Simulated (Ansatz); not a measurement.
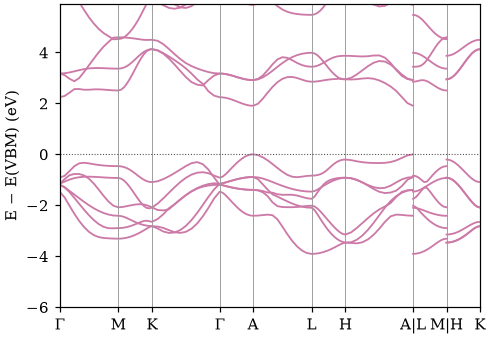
Band structure from plane-wave PAW LDA (Ansatz code)

### Question
Read off the gap and where the band edges lie.

### Answer
About 1.9 eV (1.90 eV by a search for the band edges); maximum at A, minimum at A.

The material is PbI$_{2}$ (CdI2 type, space group No. 164).

Space group P-3m1 (CdI2 type). The cell was relaxed with LDA under the symmetry of its start. A crystal of weakly bound layers computed without a dispersion correction: the cell and the soft elastic constants depend strongly on that. Spin–orbit coupling is left out wherever it is not named.

Potentials: the later of the program's two PAW sets.
